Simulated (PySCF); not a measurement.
**HF (hydrogen fluoride) at NEVPT2(8,5)/6-31G(d) (spherical functions)**

What is the vertical singlet–triplet gap of HF (hydrogen fluoride) at NEVPT2(8,5)/6-31G* (spherical functions)? 

Program for the calculation: PySCF 2.14.0.

6 further runs of the same task are left out: 6 set aside as unsound or not needed.

## Step 1: The system as given

HF: 2 atoms, total charge 0, spin state singlet. SMILES: `F`. Geometry: relaxed at PBE0-D4/def2-TZVP.

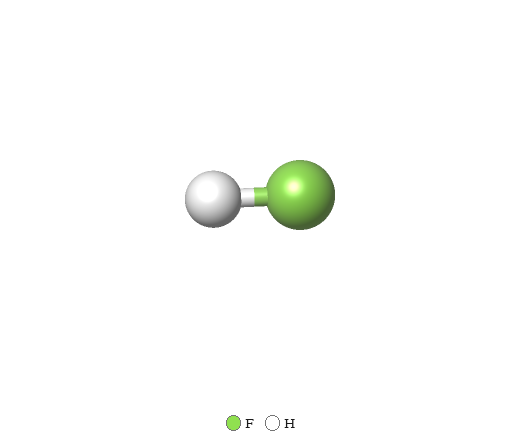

Viewed from a chosen angle; fluorine green, hydrogen white.

## Step 2: The energy at NEVPT2(8,5)/6-31G(d) (spherical functions)

Contents of run.py:

```python
# F
import numpy
from pyscf import gto, scf, mp, mcscf, mrpt

mol = gto.M(
    atom='''
F     -0.390000     0.144600    -0.196400
H      0.390000    -0.144600     0.196400
''',
    max_memory=1860,
    charge=0,
    spin=0,
    verbose=3,
    basis='6-31g*',
)

mf = scf.RHF(mol)
mf.conv_tol = 1e-10
mf.kernel()
if not mf.converged:
    mf = mf.newton().run(mf.mo_coeff, mf.mo_occ)

pt = mp.MP2(scf.addons.convert_to_uhf(mf)).run()
noons, natorbs = mcscf.addons.make_natural_orbitals(pt)
print('natural occupations', numpy.round(noons[:40], 4))
cas = mcscf.CASSCF(mf, 5, 8)
cas.fix_spin_(ss=0.0)
cas.natorb = True
cas.kernel(natorbs)
e_pt2 = mrpt.NEVPT(cas).kernel()
e_final = cas.e_tot + e_pt2
print(f'total energy: {e_final:.8f} hartree')
```

On the command line:

```
$ OMP_NUM_THREADS=1 python run.py
```

Standard output:

```text
converged SCF energy = -100.000700889979
E(UMP2) = -100.180628357108  E_corr = -0.179927467129646
E(SCS-UMP2) = -100.174278319029  E_corr = -0.173577429050718
natural occupations [2.0000e+00 1.9909e+00 1.9788e+00 1.9788e+00 1.9726e+00 2.2300e-02
 1.4900e-02 1.4900e-02 7.9000e-03 3.9000e-03 3.6000e-03 3.6000e-03
 3.5000e-03 3.5000e-03 6.0000e-04 3.0000e-04]
CASSCF energy = -100.026090768765
CASCI E = -100.026090768765  E(CI) = -28.8065079520329  S^2 = 0.0000000
Sr    (-1)',   E = -0.04287551456030
Si    (+1)',   E = -0.00000000003816
Sijrs (0)  ,   E = -0.00020159410755
Sijr  (+1) ,   E = -0.00004440698453
Srsi  (-1) ,   E = -0.00088240951090
Srs   (-2) ,   E = -0.09566283332951
Sij   (+2) ,   E = -0.00003358854735
Sir   (0)' ,   E = -0.00032920761320
Nevpt2 Energy = -0.140029554691518
total energy: -100.16612032 hartree
```

Wall time 1.2 s (1 thread of Arm Neoverse V1, shared host); peak memory 0.12 GiB.

## Step 3: The triplet

Contents of geometry.xyz:

```xyz
2

F     -0.390000     0.144600    -0.196400
H      0.390000    -0.144600     0.196400
```

Contents of job.py:

```python
import numpy
from pyscf import gto, scf, mp, mcscf, mrpt

system = gto.M(
    atom='geometry.xyz',
    verbose=3,
    max_memory=1860,
    spin=2,
    basis='6-31g*',
)

calc0 = system.ROHF()
calc0.conv_tol = 1e-10
calc0.kernel()
if not calc0.converged:
    calc0 = calc0.newton().run(calc0.mo_coeff, calc0.mo_occ)

pt = mp.MP2(scf.addons.convert_to_uhf(calc0)).run()
noons, natorbs = mcscf.addons.make_natural_orbitals(pt)
print('natural occupations', numpy.round(noons[:40], 4))
cas = mcscf.CASSCF(calc0, 5, 8)
cas.fix_spin_(ss=2.0)
cas.natorb = True
cas.kernel(natorbs)
e_pt2 = mrpt.NEVPT(cas).kernel()
e_final = cas.e_tot + e_pt2
print('E(%s) = %.9f' % ('NEVPT2', e_final))
```

On the command line:

```
$ OMP_NUM_THREADS=1 python job.py
```

Standard output:

```text
converged SCF energy = -99.6542373041663
E(UMP2) = -99.7831698992649  E_corr = -0.128932595098601
E(SCS-UMP2) = -99.779430125018  E_corr = -0.12519282085167
natural occupations [2.0000e+00 1.9911e+00 1.9831e+00 1.9824e+00 9.9980e-01 9.9560e-01
 1.1300e-02 1.1100e-02 5.6000e-03 5.2000e-03 3.3000e-03 3.0000e-03
 2.7000e-03 2.7000e-03 2.3000e-03 7.0000e-04]

WARN: Active orbitals [0 1 2] (occs = [2. 2. 2.]) are canonicalized with core orbitals

CASSCF energy = -99.6542373041332
CASCI E = -99.6542373041332  E(CI) = -28.2493926373599  S^2 = 2.0000000

WARN: Active orbitals [0 1 2] (occs = [2. 2. 2.]) are canonicalized with core orbitals

Sr    (-1)',   E = -0.02593827023278
Si    (+1)',   E = -0.00000000000826
Sijrs (0)  ,   E = -0.00022278017144
Sijr  (+1) ,   E = -0.00005454720379
Srsi  (-1) ,   E = -0.00083119129249
Srs   (-2) ,   E = -0.08909461382346
Sij   (+2) ,   E = -0.00000000000000
Sir   (0)' ,   E = -0.00024631621363
Nevpt2 Energy = -0.116387718945846
E(NEVPT2) = -99.770625023
```

It took 0.97 s on 1 thread of Arm Neoverse V1, shared host; peak memory 0.12 GiB.

## Step 4: Summary of results

Level: NEVPT2(8,5)/6-31G* (spherical functions).

| quantity | value |
| --- | --- |
| singlet: total energy | -100.16612 Eh |
| singlet: dipole moment (Hartree–Fock density) | 1.99 D |
| singlet: HOMO energy (Hartree–Fock orbitals) | -17.09 eV |
| singlet: LUMO energy (Hartree–Fock orbitals) | 5.97 eV |
| singlet: HOMO–LUMO gap (Hartree–Fock orbitals) | 23.07 eV |
| triplet: total energy | -99.77063 Eh |
| triplet: dipole moment (Hartree–Fock density) | 2.22 D |
| vertical energy of the triplet above the singlet | 10.762 eV |

At this shape the triplet lies 10.76 eV (248 kcal/mol) above the singlet.
